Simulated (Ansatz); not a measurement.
# PBE/6-31G(d) (spherical functions) run of CH4BFSe (SMILES CB(F)[SeH])

What is the vertical singlet–triplet gap of CH4BFSe at PBE/6-31G* (spherical functions)? 

Program for the calculation: Ansatz 0.2.0.

96 further runs of the same task are left out: 96 set aside as unsound or not needed. Runs told in other sessions of the task aren't counted.

## 1. The structure to begin with

CH4BFSe: 8 atoms, total charge 0, spin state singlet. SMILES: `CB(F)[SeH]`. The coordinates come from a PBE0-D4/def2-TZVP relaxation. This is one conformer, not always the lowest.

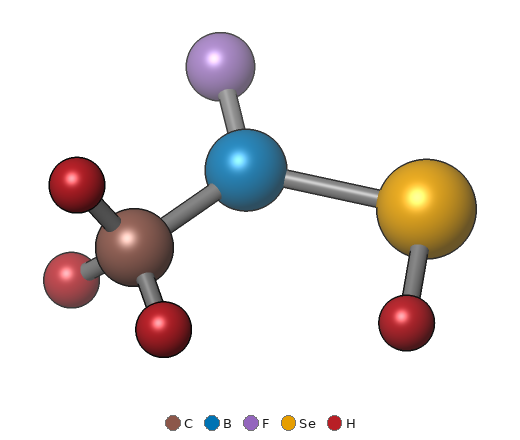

Viewed from a chosen angle; carbon brown, boron blue, fluorine purple, selenium amber, hydrogen red.

## 2. The energy at PBE/6-31G(d) (spherical functions)

Contents of run.yaml:

```yaml
crystal:
  periodic: [false, false, false]
  atoms:
    - {symbol: C, position_ang: [0.031600, 0.924800, -0.033200]}
    - {symbol: B, position_ang: [0.433300, -0.535500, -0.395600]}
    - {symbol: F, position_ang: [1.392300, -0.742200, -1.294100]}
    - {symbol: Se, position_ang: [-0.342700, -2.163400, 0.345700]}
    - {symbol: H, position_ang: [-0.308800, 1.440600, -0.937900]}
    - {symbol: H, position_ang: [-0.746600, 1.005800, 0.724100]}
    - {symbol: H, position_ang: [0.915800, 1.469900, 0.314200]}
    - {symbol: H, position_ang: [-1.283000, -1.457200, 1.221200]}
basis:
  gaussian:
    orbitals: 6-31G_st_-spherical.json
hamiltonian:
  xc: {name: PBE}
accuracy: high
output: {orbitals: {seedname: orbitals}}
```

The basis set 6-31G* is read from a file made from the Basis Set Exchange's data (not shown).

On the command line:

```console
$ ansatz run run.yaml --threads 1 --pin off --max-ram 2610MiB --events-out events.jsonl --progress --plain --runs-dir runs
```

Standard output:

```text
Warning: RAYON_NUM_THREADS=1 ignored (pool sized by the plan → 1); use --threads N
Functional definition: PBE
  name "PBE"
  parameter kappa = 0.804
  parameter beta = 0.06672455060314922
  exchange = pbe_x(kappa = kappa, mu = beta*pi^2/3)
  correlation = pbe_c(beta = beta)
1805 factors; integrals over basis functions are off by at most 1.3e-8 eV
mean field evaluation 1: about -69818.3954 eV, gradient 5.0e1 eV
mean field evaluation 2: about -69811.9691 eV, gradient 6.9e1 eV
mean field evaluation 4: about -69823.9785 eV, gradient 4.9e0 eV
mean field evaluation 8: about -69824.0206 eV, gradient 6.4e-2 eV
mean field evaluation 16: about -69824.0206 eV, gradient 6.8e-6 eV
mean field -69824.02058195 eV, -2565.9854279657 hartree, gradient 5.3e-8 eV, S^2 0.000000; 0 other end points of the search recorded, 0 dependent functions left out
reference -69824.02058443 eV, -2565.9854280567 hartree; 29, 29 occupied and 53, 53 virtual orbitals, 1805 factors
Total energy: -69824.02058443 eV, -2565.9854280567 hartree
```

Wall time 6 s (1 thread of Arm Neoverse V2, shared host); peak memory 0.2 GiB.

## 3. The triplet at the same level

Contents of molecule.yaml:

```yaml
crystal:
  periodic: [false, false, false]
  atoms:
    - symbol: C
      position_ang: [0.031600, 0.924800, -0.033200]
    - symbol: B
      position_ang: [0.433300, -0.535500, -0.395600]
    - symbol: F
      position_ang: [1.392300, -0.742200, -1.294100]
    - symbol: Se
      position_ang: [-0.342700, -2.163400, 0.345700]
    - symbol: H
      position_ang: [-0.308800, 1.440600, -0.937900]
    - symbol: H
      position_ang: [-0.746600, 1.005800, 0.724100]
    - symbol: H
      position_ang: [0.915800, 1.469900, 0.314200]
    - symbol: H
      position_ang: [-1.283000, -1.457200, 1.221200]
basis:
  gaussian: {orbitals: 6-31G_st_-spherical.json}
magnetization: {spin_polarized: true, initial_magnetization: 2}
hamiltonian: {xc: pbe}
accuracy: high
output: {orbitals: {seedname: orbitals}}
```

The basis set 6-31G* is read from a file made from the Basis Set Exchange's data (not shown).

On the command line:

```console
$ ansatz run molecule.yaml --threads 1 --pin off --max-ram 2610MiB --events-out events.jsonl --progress --plain --runs-dir runs
```

Standard output (excerpt; [...] marks lines left out):

```text
Warning: RAYON_NUM_THREADS=1 ignored (pool sized by the plan → 1); use --threads N
[... 6 set-up lines as earlier in the session ...]
1805 factors; integrals over basis functions are off by at most 1.3e-8 eV
mean field evaluation 1: about -69810.2729 eV, gradient 4.1e1 eV
mean field evaluation 2: about -69769.5743 eV, gradient 8.6e1 eV
mean field evaluation 4: about -69809.9610 eV, gradient 3.2e1 eV
mean field evaluation 8: about -69817.8208 eV, gradient 8.8e0 eV
mean field evaluation 16: about -69818.6301 eV, gradient 3.7e-2 eV
mean field evaluation 32: about -69818.5925 eV, gradient 8.0e-1 eV
mean field -69818.63013081 eV, -2565.7873325402 hartree, gradient 3.6e-8 eV, S^2 2.003404; 8 other end points of the search recorded, 0 dependent functions left out
reference -69818.63013357 eV, -2565.7873326414 hartree; 30, 28 occupied and 52, 54 virtual orbitals, 1805 factors
Total energy: -69818.63013357 eV, -2565.7873326414 hartree
```

Wall time 25 s (1 thread of Arm Neoverse V2, shared host); peak memory 0.27 GiB.

## 4. What came out

Level: PBE/6-31G* (spherical functions).

| quantity | value |
| --- | --- |
| singlet: total energy | -2565.98543 Eh |
| singlet: HOMO energy | -6.15 eV |
| singlet: LUMO energy | -0.94 eV |
| singlet: HOMO–LUMO gap | 5.21 eV |
| triplet: total energy | -2565.78733 Eh |
| triplet: HOMO energy (highest over α and β) | -1.23 eV |
| triplet: ⟨S²⟩ | 2.003 |
| vertical energy of the triplet above the singlet | 5.390 eV |

**Reading.** At this shape the triplet lies 5.39 eV (520 kJ/mol) above the singlet.
